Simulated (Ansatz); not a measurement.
# CRu: the potential curve near its minimum, part 2 of 2

Wanted for CRu: the potential curve near its minimum.

Ansatz 0.2.0, Gaussian bases. The steps go on from the part before.

### Step 23. Bond length 1.447 Å, r2SCAN-D4/def2-QZVPP

Input file input.yaml:

```yaml
crystal:
  periodic: [false, false, false]
  atoms:
    - { symbol: C, position_ang: [0.0, 0.0, 0.0] }
    - { symbol: Ru, position_ang: [0.0, 0.0, 1.447] }
basis:
  gaussian: { orbitals: def2-QZVPP.json }
hamiltonian:
  xc: r2scan
  dispersion: d4
```

Launch:

```
$ ansatz run input.yaml --threads 2 --pin off --max-ram 5120MiB --backend cpu --events-out ev --progress --plain --runs-dir out
```

What it wrote, cut to the lines that bear on the results:

```text
Warning: RAYON_NUM_THREADS=2 ignored (pool sized by the plan → 2); use --threads N
[...]
Functional definition: r2SCAN
[...]
558 factors; their error is unknown
[...]
mean field -3615.67372399 eV, -132.8735585650 hartree, gradient 5.8e-5 eV, S^2 0.000000; 2 other end points of the search recorded, 0 dependent functions left out
reference -3615.67373459 eV, -132.8735589545 hartree; 11, 11 occupied and 134, 134 virtual orbitals, 558 factors
Total energy: -3615.68113938 eV, -132.8738310757 hartree
```

Run time: 3.5 s. Hardware: 2 threads of Intel Xeon Platinum 8488C (Sapphire Rapids), shared host; peak memory 0.17 GiB.

### Step 24. Bond length 1.5021 Å, r2SCAN-D4/def2-QZVPP

input.yaml, as its differences from that of step 23:

```diff
@@ -4,3 +4,3 @@
     - { symbol: C, position_ang: [0.0, 0.0, 0.0] }
-    - { symbol: Ru, position_ang: [0.0, 0.0, 1.447] }
+    - { symbol: Ru, position_ang: [0.0, 0.0, 1.5021] }
 basis:
```

Launch:

```
$ ansatz run input.yaml --threads 2 --pin off --max-ram 5120MiB --backend cpu --events-out ev --progress --plain --runs-dir out
```

What it wrote, cut to the lines that bear on the results:

```text
Warning: RAYON_NUM_THREADS=2 ignored (pool sized by the plan → 2); use --threads N
[...]
Functional definition: r2SCAN
[...]
558 factors; their error is unknown
[...]
mean field -3616.12140837 eV, -132.8900106626 hartree, gradient 2.2e-5 eV, S^2 0.000000; 6 other end points of the search recorded, 0 dependent functions left out
reference -3616.12141909 eV, -132.8900110564 hartree; 11, 11 occupied and 134, 134 virtual orbitals, 558 factors
Total energy: -3616.12877142 eV, -132.8902812496 hartree
```

It took 4.9 s on 2 threads of Intel Xeon Platinum 8488C (Sapphire Rapids), shared host; peak memory 0.24 GiB.

### Step 25. Bond length 1.5414 Å, r2SCAN-D4/def2-QZVPP

input.yaml, as its differences from that of step 24:

```diff
@@ -4,3 +4,3 @@
     - { symbol: C, position_ang: [0.0, 0.0, 0.0] }
-    - { symbol: Ru, position_ang: [0.0, 0.0, 1.5021] }
+    - { symbol: Ru, position_ang: [0.0, 0.0, 1.5414] }
 basis:
```

Launch:

```
$ ansatz run input.yaml --threads 2 --pin off --max-ram 5120MiB --backend cpu --events-out ev --progress --plain --runs-dir out
```

What it wrote, cut to the lines that bear on the results:

```text
Warning: RAYON_NUM_THREADS=2 ignored (pool sized by the plan → 2); use --threads N
[...]
Functional definition: r2SCAN
[...]
558 factors; their error is unknown
[...]
mean field -3616.28129915 eV, -132.8958865403 hartree, gradient 2.1e-5 eV, S^2 0.000000; 3 other end points of the search recorded, 0 dependent functions left out
reference -3616.28130993 eV, -132.8958869363 hartree; 11, 11 occupied and 134, 134 virtual orbitals, 558 factors
Total energy: -3616.28862737 eV, -132.8961558473 hartree
```

Wall time 3.4 s (2 threads of Intel Xeon Platinum 8488C (Sapphire Rapids), shared host); peak memory 0.17 GiB.

### Step 26. Bond length 1.5729 Å, r2SCAN-D4/def2-QZVPP

input.yaml, as its differences from that of step 25:

```diff
@@ -4,3 +4,3 @@
     - { symbol: C, position_ang: [0.0, 0.0, 0.0] }
-    - { symbol: Ru, position_ang: [0.0, 0.0, 1.5414] }
+    - { symbol: Ru, position_ang: [0.0, 0.0, 1.5729] }
 basis:
```

Launch:

```
$ ansatz run input.yaml --threads 2 --pin off --max-ram 5120MiB --backend cpu --events-out ev --progress --plain --runs-dir out
```

What it wrote, cut to the lines that bear on the results:

```text
Warning: RAYON_NUM_THREADS=2 ignored (pool sized by the plan → 2); use --threads N
[...]
Functional definition: r2SCAN
[...]
558 factors; their error is unknown
[...]
mean field -3616.33111025 eV, -132.8977170645 hartree, gradient 1.6e-5 eV, S^2 0.000000; 2 other end points of the search recorded, 0 dependent functions left out
reference -3616.33112106 eV, -132.8977174616 hartree; 11, 11 occupied and 134, 134 virtual orbitals, 558 factors
Total energy: -3616.33841198 eV, -132.8979853981 hartree
```

It took 3.8 s on 2 threads of Intel Xeon Platinum 8488C (Sapphire Rapids), shared host; peak memory 0.18 GiB.

### Step 27. Bond length 1.6122 Å, r2SCAN-D4/def2-QZVPP

input.yaml, as its differences from that of step 26:

```diff
@@ -4,3 +4,3 @@
     - { symbol: C, position_ang: [0.0, 0.0, 0.0] }
-    - { symbol: Ru, position_ang: [0.0, 0.0, 1.5729] }
+    - { symbol: Ru, position_ang: [0.0, 0.0, 1.6122] }
 basis:
```

Launch:

```
$ ansatz run input.yaml --threads 2 --pin off --max-ram 5120MiB --backend cpu --events-out ev --progress --plain --runs-dir out
```

What it wrote, cut to the lines that bear on the results:

```text
Warning: RAYON_NUM_THREADS=2 ignored (pool sized by the plan → 2); use --threads N
[...]
Functional definition: r2SCAN
[...]
558 factors; their error is unknown
[...]
mean field -3616.31156746 eV, -132.8969988801 hartree, gradient 5.1e-5 eV, S^2 0.000000; 3 other end points of the search recorded, 0 dependent functions left out
reference -3616.31157828 eV, -132.8969992779 hartree; 11, 11 occupied and 134, 134 virtual orbitals, 558 factors
Total energy: -3616.31883789 eV, -132.8972660635 hartree
```

It took 4.1 s on 2 threads of Intel Xeon Platinum 8488C (Sapphire Rapids), shared host; peak memory 0.17 GiB.

### Step 28. Bond length 1.6594 Å, r2SCAN-D4/def2-QZVPP

input.yaml, as its differences from that of step 27:

```diff
@@ -4,3 +4,3 @@
     - { symbol: C, position_ang: [0.0, 0.0, 0.0] }
-    - { symbol: Ru, position_ang: [0.0, 0.0, 1.6122] }
+    - { symbol: Ru, position_ang: [0.0, 0.0, 1.6594] }
 basis:
```

Launch:

```
$ ansatz run input.yaml --threads 2 --pin off --max-ram 5120MiB --backend cpu --events-out ev --progress --plain --runs-dir out
```

What it wrote, cut to the lines that bear on the results:

```text
Warning: RAYON_NUM_THREADS=2 ignored (pool sized by the plan → 2); use --threads N
[...]
Functional definition: r2SCAN
[...]
558 factors; their error is unknown
[...]
mean field -3616.18981582 eV, -132.8925245898 hartree, gradient 3.8e-6 eV, S^2 0.000000; 9 other end points of the search recorded, 0 dependent functions left out
reference -3616.18982664 eV, -132.8925249875 hartree; 11, 11 occupied and 134, 134 virtual orbitals, 558 factors
Total energy: -3616.19705126 eV, -132.8927904873 hartree
```

Run time: 8.1 s. Hardware: 2 threads of Intel Xeon Platinum 8488C (Sapphire Rapids), shared host; peak memory 0.26 GiB.

### Step 29. Bond length 1.7144 Å, r2SCAN-D4/def2-QZVPP

input.yaml, as its differences from that of step 28:

```diff
@@ -4,3 +4,3 @@
     - { symbol: C, position_ang: [0.0, 0.0, 0.0] }
-    - { symbol: Ru, position_ang: [0.0, 0.0, 1.6594] }
+    - { symbol: Ru, position_ang: [0.0, 0.0, 1.7144] }
 basis:
```

Launch:

```
$ ansatz run input.yaml --threads 2 --pin off --max-ram 5120MiB --backend cpu --events-out ev --progress --plain --runs-dir out
```

What it wrote, cut to the lines that bear on the results:

```text
Warning: RAYON_NUM_THREADS=2 ignored (pool sized by the plan → 2); use --threads N
[...]
Functional definition: r2SCAN
[...]
558 factors; their error is unknown
[...]
mean field -3615.94269138 eV, -132.8834429341 hartree, gradient 2.8e-5 eV, S^2 0.000000; 10 other end points of the search recorded, 0 dependent functions left out
reference -3615.94270217 eV, -132.8834433309 hartree; 11, 11 occupied and 134, 134 virtual orbitals, 558 factors
Total energy: -3615.94988998 eV, -132.8837074780 hartree
```

Run time: 8.6 s. Hardware: 2 threads of Intel Xeon Platinum 8488C (Sapphire Rapids), shared host; peak memory 0.26 GiB.

### Step 30. Bond length 1.7931 Å, r2SCAN-D4/def2-QZVPP

input.yaml, as its differences from that of step 29:

```diff
@@ -4,3 +4,3 @@
     - { symbol: C, position_ang: [0.0, 0.0, 0.0] }
-    - { symbol: Ru, position_ang: [0.0, 0.0, 1.7144] }
+    - { symbol: Ru, position_ang: [0.0, 0.0, 1.7931] }
 basis:
```

Launch:

```
$ ansatz run input.yaml --threads 2 --pin off --max-ram 5120MiB --backend cpu --events-out ev --progress --plain --runs-dir out
```

What it wrote, cut to the lines that bear on the results:

```text
Warning: RAYON_NUM_THREADS=2 ignored (pool sized by the plan → 2); use --threads N
[...]
Functional definition: r2SCAN
[...]
558 factors; their error is unknown
[...]
mean field -3615.44943096 eV, -132.8653159481 hartree, gradient 2.1e-5 eV, S^2 0.000000; 9 other end points of the search recorded, 0 dependent functions left out
reference -3615.44944169 eV, -132.8653163423 hartree; 11, 11 occupied and 134, 134 virtual orbitals, 558 factors
Total energy: -3615.45658661 eV, -132.8655789134 hartree
```

It took 11 s on 2 threads of Intel Xeon Platinum 8488C (Sapphire Rapids), shared host; peak memory 0.26 GiB.

### Step 31. Bond length 1.3841 Å, B3LYP-D4/def2-QZVPP

Input file input.yaml:

```yaml
crystal:
  periodic: [false, false, false]
  atoms:
    - { symbol: C, position_ang: [0.0, 0.0, 0.0] }
    - { symbol: Ru, position_ang: [0.0, 0.0, 1.3841] }
basis:
  gaussian: { orbitals: def2-QZVPP.json }
hamiltonian:
  xc: { name: B3LYP }
  dispersion: d4
```

Launch:

```
$ ansatz run input.yaml --threads 2 --pin off --max-ram 5120MiB --backend cpu --events-out ev --progress --plain --runs-dir out
```

What it wrote, cut to the lines that bear on the results:

```text
Warning: RAYON_NUM_THREADS=2 ignored (pool sized by the plan → 2); use --threads N
[...]
Functional definition: B3LYP
[...]
625 factors; their error is unknown
[...]
mean field -3615.45613554 eV, -132.8655623370 hartree, gradient 2.9e-5 eV, S^2 0.000000; 0 other end points of the search recorded, 0 dependent functions left out
reference -3615.45631480 eV, -132.8655689245 hartree; 11, 11 occupied and 134, 134 virtual orbitals, 625 factors
Total energy: -3615.52338042 eV, -132.8680335406 hartree
```

It took 1.5 s on 2 threads of Intel Xeon Platinum 8488C (Sapphire Rapids), shared host; peak memory 0.22 GiB.

### Step 32. Bond length 1.447 Å, B3LYP-D4/def2-QZVPP

input.yaml, as its differences from that of step 31:

```diff
@@ -4,3 +4,3 @@
     - { symbol: C, position_ang: [0.0, 0.0, 0.0] }
-    - { symbol: Ru, position_ang: [0.0, 0.0, 1.3841] }
+    - { symbol: Ru, position_ang: [0.0, 0.0, 1.447] }
 basis:
```

Launch:

```
$ ansatz run input.yaml --threads 2 --pin off --max-ram 5120MiB --backend cpu --events-out ev --progress --plain --runs-dir out
```

What it wrote, cut to the lines that bear on the results:

```text
Warning: RAYON_NUM_THREADS=2 ignored (pool sized by the plan → 2); use --threads N
[...]
Functional definition: B3LYP
[...]
625 factors; their error is unknown
[...]
mean field -3616.37268174 eV, -132.8992447886 hartree, gradient 5.3e-5 eV, S^2 0.000000; 0 other end points of the search recorded, 0 dependent functions left out
reference -3616.37286297 eV, -132.8992514488 hartree; 11, 11 occupied and 134, 134 virtual orbitals, 625 factors
Total energy: -3616.43933231 eV, -132.9016941516 hartree
```

It took 1.4 s on 2 threads of Intel Xeon Platinum 8488C (Sapphire Rapids), shared host; peak memory 0.21 GiB.

### Step 33. Bond length 1.5021 Å, B3LYP-D4/def2-QZVPP

input.yaml, as its differences from that of step 32:

```diff
@@ -4,3 +4,3 @@
     - { symbol: C, position_ang: [0.0, 0.0, 0.0] }
-    - { symbol: Ru, position_ang: [0.0, 0.0, 1.447] }
+    - { symbol: Ru, position_ang: [0.0, 0.0, 1.5021] }
 basis:
```

Launch:

```
$ ansatz run input.yaml --threads 2 --pin off --max-ram 5120MiB --backend cpu --events-out ev --progress --plain --runs-dir out
```

What it wrote, cut to the lines that bear on the results:

```text
Warning: RAYON_NUM_THREADS=2 ignored (pool sized by the plan → 2); use --threads N
[...]
Functional definition: B3LYP
[...]
625 factors; their error is unknown
[...]
mean field -3616.81999686 eV, -132.9156833159 hartree, gradient 7.0e-5 eV, S^2 0.000000; 0 other end points of the search recorded, 0 dependent functions left out
reference -3616.82017970 eV, -132.9156900353 hartree; 11, 11 occupied and 134, 134 virtual orbitals, 625 factors
Total energy: -3616.88616776 eV, -132.9181150516 hartree
```

Wall time 1.6 s (2 threads of Intel Xeon Platinum 8488C (Sapphire Rapids), shared host); peak memory 0.21 GiB.

### Step 34. Bond length 1.5414 Å, B3LYP-D4/def2-QZVPP

input.yaml, as its differences from that of step 33:

```diff
@@ -4,3 +4,3 @@
     - { symbol: C, position_ang: [0.0, 0.0, 0.0] }
-    - { symbol: Ru, position_ang: [0.0, 0.0, 1.5021] }
+    - { symbol: Ru, position_ang: [0.0, 0.0, 1.5414] }
 basis:
```

Launch:

```
$ ansatz run input.yaml --threads 2 --pin off --max-ram 5120MiB --backend cpu --events-out ev --progress --plain --runs-dir out
```

What it wrote, cut to the lines that bear on the results:

```text
Warning: RAYON_NUM_THREADS=2 ignored (pool sized by the plan → 2); use --threads N
[...]
Functional definition: B3LYP
[...]
625 factors; their error is unknown
[...]
mean field -3616.98066054 eV, -132.9215875972 hartree, gradient 1.1e-5 eV, S^2 0.000000; 0 other end points of the search recorded, 0 dependent functions left out
reference -3616.98084448 eV, -132.9215943568 hartree; 11, 11 occupied and 134, 134 virtual orbitals, 625 factors
Total energy: -3617.04651059 eV, -132.9240075421 hartree
```

Run time: 2.3 s. Hardware: 2 threads of Intel Xeon Platinum 8488C (Sapphire Rapids), shared host; peak memory 0.21 GiB.

### Step 35. Bond length 1.5729 Å, B3LYP-D4/def2-QZVPP

input.yaml, as its differences from that of step 34:

```diff
@@ -4,3 +4,3 @@
     - { symbol: C, position_ang: [0.0, 0.0, 0.0] }
-    - { symbol: Ru, position_ang: [0.0, 0.0, 1.5414] }
+    - { symbol: Ru, position_ang: [0.0, 0.0, 1.5729] }
 basis:
```

Launch:

```
$ ansatz run input.yaml --threads 2 --pin off --max-ram 5120MiB --backend cpu --events-out ev --progress --plain --runs-dir out
```

What it wrote, cut to the lines that bear on the results:

```text
Warning: RAYON_NUM_THREADS=2 ignored (pool sized by the plan → 2); use --threads N
[...]
Functional definition: B3LYP
[...]
625 factors; their error is unknown
[...]
mean field -3617.03168451 eV, -132.9234626938 hartree, gradient 1.3e-5 eV, S^2 0.000000; 0 other end points of the search recorded, 0 dependent functions left out
reference -3617.03186928 eV, -132.9234694839 hartree; 11, 11 occupied and 134, 134 virtual orbitals, 625 factors
Total energy: -3617.09728939 eV, -132.9258736285 hartree
```

Run time: 1.6 s. Hardware: 2 threads of Intel Xeon Platinum 8488C (Sapphire Rapids), shared host; peak memory 0.21 GiB.

### Step 36. Bond length 1.6122 Å, B3LYP-D4/def2-QZVPP

input.yaml, as its differences from that of step 35:

```diff
@@ -4,3 +4,3 @@
     - { symbol: C, position_ang: [0.0, 0.0, 0.0] }
-    - { symbol: Ru, position_ang: [0.0, 0.0, 1.5729] }
+    - { symbol: Ru, position_ang: [0.0, 0.0, 1.6122] }
 basis:
```

Launch:

```
$ ansatz run input.yaml --threads 2 --pin off --max-ram 5120MiB --backend cpu --events-out ev --progress --plain --runs-dir out
```

What it wrote, cut to the lines that bear on the results:

```text
Warning: RAYON_NUM_THREADS=2 ignored (pool sized by the plan → 2); use --threads N
[...]
Functional definition: B3LYP
[...]
625 factors; their error is unknown
[...]
mean field -3617.01439195 eV, -132.9228272037 hartree, gradient 4.6e-5 eV, S^2 0.000000; 0 other end points of the search recorded, 0 dependent functions left out
reference -3617.01457767 eV, -132.9228340287 hartree; 11, 11 occupied and 134, 134 virtual orbitals, 625 factors
Total energy: -3617.07970536 eV, -132.9252274272 hartree
```

It took 1.6 s on 2 threads of Intel Xeon Platinum 8488C (Sapphire Rapids), shared host; peak memory 0.21 GiB.

### Step 37. Bond length 1.6594 Å, B3LYP-D4/def2-QZVPP

input.yaml, as its differences from that of step 36:

```diff
@@ -4,3 +4,3 @@
     - { symbol: C, position_ang: [0.0, 0.0, 0.0] }
-    - { symbol: Ru, position_ang: [0.0, 0.0, 1.6122] }
+    - { symbol: Ru, position_ang: [0.0, 0.0, 1.6594] }
 basis:
```

Launch:

```
$ ansatz run input.yaml --threads 2 --pin off --max-ram 5120MiB --backend cpu --events-out ev --progress --plain --runs-dir out
```

What it wrote, cut to the lines that bear on the results:

```text
Warning: RAYON_NUM_THREADS=2 ignored (pool sized by the plan → 2); use --threads N
[...]
Functional definition: B3LYP
[...]
625 factors; their error is unknown
[...]
mean field -3616.89631758 eV, -132.9184880507 hartree, gradient 1.7e-5 eV, S^2 0.000000; 0 other end points of the search recorded, 0 dependent functions left out
reference -3616.89650431 eV, -132.9184949129 hartree; 11, 11 occupied and 134, 134 virtual orbitals, 625 factors
Total energy: -3616.96130217 eV, -132.9208761903 hartree
```

It took 1.6 s on 2 threads of Intel Xeon Platinum 8488C (Sapphire Rapids), shared host; peak memory 0.21 GiB.

### Step 38. Bond length 1.7144 Å, B3LYP-D4/def2-QZVPP

input.yaml, as its differences from that of step 37:

```diff
@@ -4,3 +4,3 @@
     - { symbol: C, position_ang: [0.0, 0.0, 0.0] }
-    - { symbol: Ru, position_ang: [0.0, 0.0, 1.6594] }
+    - { symbol: Ru, position_ang: [0.0, 0.0, 1.7144] }
 basis:
```

Launch:

```
$ ansatz run input.yaml --threads 2 --pin off --max-ram 5120MiB --backend cpu --events-out ev --progress --plain --runs-dir out
```

What it wrote, cut to the lines that bear on the results:

```text
Warning: RAYON_NUM_THREADS=2 ignored (pool sized by the plan → 2); use --threads N
[...]
Functional definition: B3LYP
[...]
625 factors; their error is unknown
[...]
mean field -3616.65455915 eV, -132.9096035923 hartree, gradient 3.2e-5 eV, S^2 0.000000; 0 other end points of the search recorded, 0 dependent functions left out
reference -3616.65474689 eV, -132.9096104917 hartree; 11, 11 occupied and 134, 134 virtual orbitals, 625 factors
Total energy: -3616.71919249 eV, -132.9119788237 hartree
```

Run time: 1.7 s. Hardware: 2 threads of Intel Xeon Platinum 8488C (Sapphire Rapids), shared host; peak memory 0.21 GiB.

### Step 39. Bond length 1.7931 Å, B3LYP-D4/def2-QZVPP

input.yaml, as its differences from that of step 38:

```diff
@@ -4,3 +4,3 @@
     - { symbol: C, position_ang: [0.0, 0.0, 0.0] }
-    - { symbol: Ru, position_ang: [0.0, 0.0, 1.7144] }
+    - { symbol: Ru, position_ang: [0.0, 0.0, 1.7931] }
 basis:
```

Launch:

```
$ ansatz run input.yaml --threads 2 --pin off --max-ram 5120MiB --backend cpu --events-out ev --progress --plain --runs-dir out
```

What it wrote, cut to the lines that bear on the results:

```text
Warning: RAYON_NUM_THREADS=2 ignored (pool sized by the plan → 2); use --threads N
[...]
Functional definition: B3LYP
[...]
625 factors; their error is unknown
[...]
mean field -3616.17057299 eV, -132.8918174291 hartree, gradient 2.1e-5 eV, S^2 0.000000; 0 other end points of the search recorded, 0 dependent functions left out
reference -3616.17076197 eV, -132.8918243737 hartree; 11, 11 occupied and 134, 134 virtual orbitals, 625 factors
Total energy: -3616.23478339 eV, -132.8941771175 hartree
```

Run time: 1.5 s. Hardware: 2 threads of Intel Xeon Platinum 8488C (Sapphire Rapids), shared host; peak memory 0.21 GiB.

### Step 40. Geometries side by side

| level | C1–Ru2 (Å) | rotational constants (MHz) | dipole (D) | CPU time |
| --- | --- | --- | --- | --- |
| PBE0-D4/def2-TZVPP | 1.5729 | 19028 | 4.17 | 10 s |

Constants are for the commonest isotopes at the equilibrium geometry; times are CPU times of the relaxations.

### Step 41. The curves

Energy above each level's lowest point, in eV:

| bond length (Å) | PBE0-D4/def2-QZVPP | PBE-D4/def2-QZVPP | r2SCAN-D4/def2-QZVPP | B3LYP-D4/def2-QZVPP |
| --- | --- | --- | --- | --- |
| 1.3841 | 1.4358 | 1.7624 | 1.5763 | 1.5739 |
| 1.447 | 0.5651 | 0.7819 | 0.6573 | 0.6580 |
| 1.5021 | 0.1588 | 0.2838 | 0.2096 | 0.2111 |
| 1.5414 | 0.0275 | 0.0896 | 0.0498 | 0.0508 |
| 1.5729 | 0.0000 | 0.0130 | 0.0000 | 0.0000 |
| 1.6122 | 0.0464 | 0.0000 | 0.0196 | 0.0176 |
| 1.6594 | 0.1989 | 0.0838 | 0.1414 | 0.1360 |
| 1.7144 | 0.4800 | 0.2881 | 0.3885 | 0.3781 |
| 1.7931 | 1.0182 | 0.7227 | 0.8818 | 0.8625 |

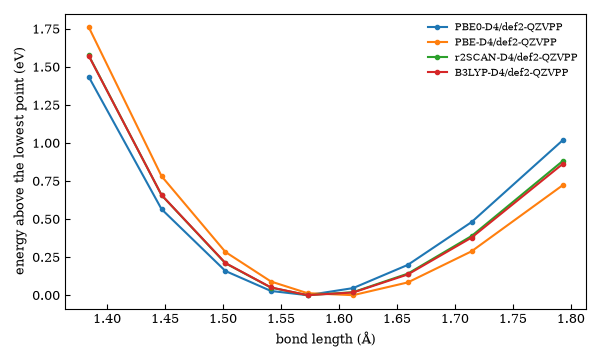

The curves; lines join the points.

From a polynomial through each level's points:

| level | re (Å) | ωe (cm⁻¹) | CPU time of the points |
| --- | --- | --- | --- |
| PBE0-D4/def2-QZVPP | 1.5712 | 1224 | 25 s |
| PBE-D4/def2-QZVPP | 1.5984 | 1156 | 87 s |
| r2SCAN-D4/def2-QZVPP | 1.5832 | 1195 | 97 s |
| B3LYP-D4/def2-QZVPP | 1.5840 | 1187 | 26 s |

### Step 42. What came out

The summary covers parts 1 to 2.

| quantity | value |
| --- | --- |
| C1–Ru2 at PBE0-D4/def2-TZVPP | 1.573 Å |
| re, B3LYP-D4/def2-QZVPP | 1.5840 Å |
| ωe, B3LYP-D4/def2-QZVPP | 1187 cm⁻¹ |

The minimum moves by 0.027 Å and the harmonic frequency by 68 cm⁻¹ across the levels. Heavy atoms carry effective core potentials in def2 sets, and spin-orbit coupling is left out.
